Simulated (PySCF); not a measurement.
# C6H14Si3 (SMILES C=C[SiH2]/C=C(\C=C)[SiH2][SiH3]): what the fields show

Input

```
{"job": {"kind": "nmr", "xc": "PBE0", "basis": "pcSseg-1"}, "charge": 0, "multiplicity": 1}
C      3.884456     1.714639     0.667855
C      2.755113     1.328309     1.238374
Si     1.919773    -0.336227     0.963503
C      0.196842     0.050210     0.297512
C     -0.750895    -0.816361    -0.100526
C     -0.499173    -2.243189    -0.032404
C     -1.337673    -3.194566    -0.425913
Si    -2.415863    -0.173366    -0.761755
Si    -2.539960     2.129678    -0.662282
H      4.330449     2.682686     0.844875
H      4.420901     1.072825    -0.012912
H      2.263522     2.020162     1.914042
H      1.833018    -1.049953     2.248982
H      2.710460    -1.129748     0.012500
H     -0.035224     1.109406     0.227471
H      0.464524    -2.523141     0.377651
H     -2.305016    -2.968918    -0.841138
H     -1.082054    -4.238036    -0.347796
H     -3.490767    -0.814073     0.017096
H     -2.569286    -0.675417    -2.139317
H     -3.850879     2.607562    -1.109240
H     -1.552753     2.806153    -1.510020
H     -2.354267     2.668351     0.689397
```

Launched as:

```sh
OMP_NUM_THREADS=1 python probes_run.py task.json out
```

Geometry: GFN2-xTB.

Level of theory: PBE0/pcSseg-1, SCF density, gas phase, non-relativistic (PySCF 2.14.0).

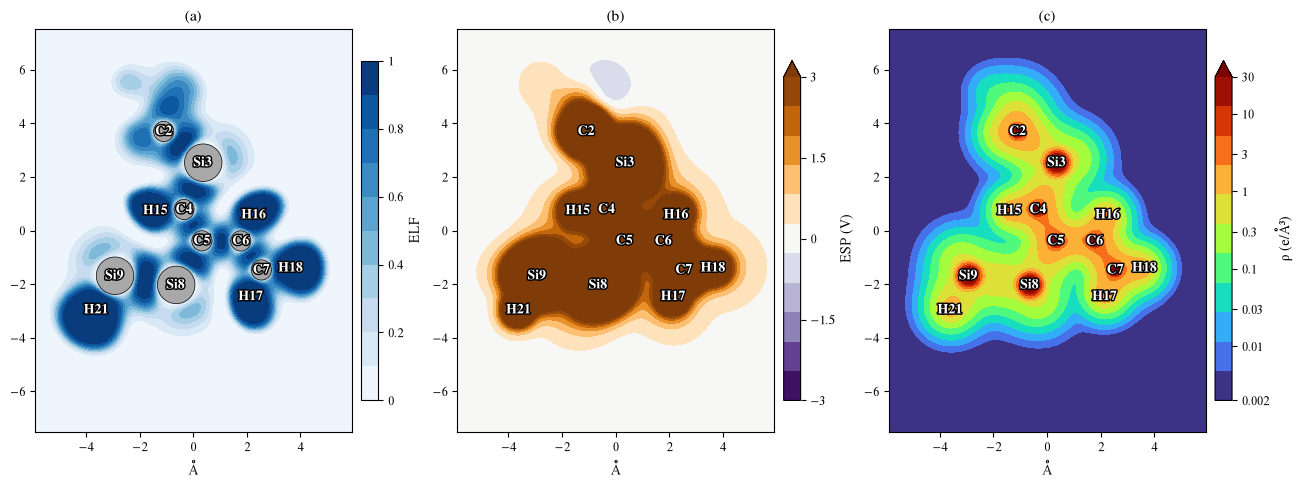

Figure 1. (a) ELF; (b) molecular electrostatic potential; (c) electron density on the plane of atoms Si3, C4 and H15. Grey discs cover the atomic cores in the ELF map.

> What does the map show?

Atoms in the plane: C, Si and H. C–C (1.34 Å): the density is about 2.2 e/Å³ at the midpoint; the ELF peaks at about 0.90 between the atoms (a multiple bond). C–Si (1.88 Å): ρ is about 0.94 e/Å³ halfway; the ELF peaks at about 0.95 between the atoms; localised, covalent bonding. Si–Si (2.31 Å): the density is about 0.67 e/Å³ at the midpoint; the ELF peaks at about 1 between the atoms (a covalent bond). C–H (1.08 Å): ρ is about 2 e/Å³ halfway; the ELF climbs to about 1 towards the hydrogen, as it does in any bond to H; a covalent bond by its length. C–C (1.45 Å): the density is about 1.9 e/Å³ at the midpoint; the ELF peaks at about 0.95 between the atoms: a covalent bond. Outside the dense part of the molecule the potential is most negative (−0.5 V) near C1, which lies off the plane.

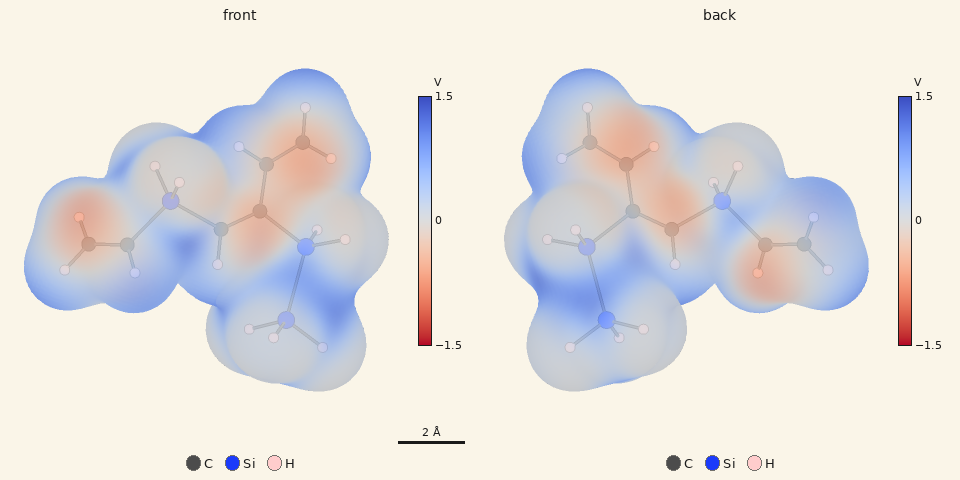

Figure 2. The electrostatic potential painted on the density surface at 0.002 e/bohr³, seen from the front and from behind; red is negative and blue positive.

> Where is the surface potential most negative and most positive?

The most negative region (about −0.6 V, or −14 kcal/mol for a unit charge) lies over the π face of C1, C2, C6 and C7, the most positive (about +1.0 V, or +23 kcal/mol for a unit charge) over Si3, Si8 and Si9.

> What dipole moment does the calculation give?

Its dipole moment is 0.33 D.
